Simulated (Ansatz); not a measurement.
All values below come from PBE (plane waves to 420 eV, PAW; Ansatz, a program for electronic structure).

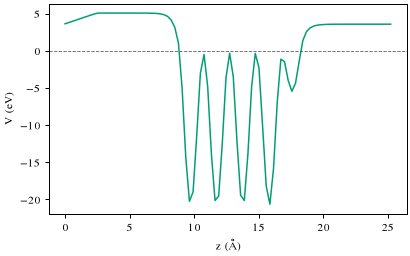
Figure: Plane-averaged electrostatic potential energy along the normal, in eV from the Fermi level, for Ru on the 1x1 (111) surface of fcc Ni, ferromagnetic, one in a 2x2 cell, started at the site 'hollow Ni-Ni-Ni over Ni at depth 2.0 Å'

Slab: 17 atoms, 6.0 Å thick at the start under the adsorbate (thin: gaps and levels are the slab's own); k 7x7x1, smearing 0.1 eV, dipole-corrected; 8 atoms held, the rest relaxed; symmetry of the start imposed; spin-polarised, no spin-orbit, no U, no dispersion correction. At the end it is bonded to 3 Ni. In PBE it is, or lies within 0.03 eV of, the lowest of the starts that converged.

### Question
The surface cell has an area of 21.45 Å². What dipole along the normal does the step between the two vacuum levels imply?

### Answer
the top vacuum level lies 1.49 eV below the bottom one; p = −ε₀ A ΔV (ε₀ = 0.005526 e/(V·Å)) gives 0.18 e·Å a cell.
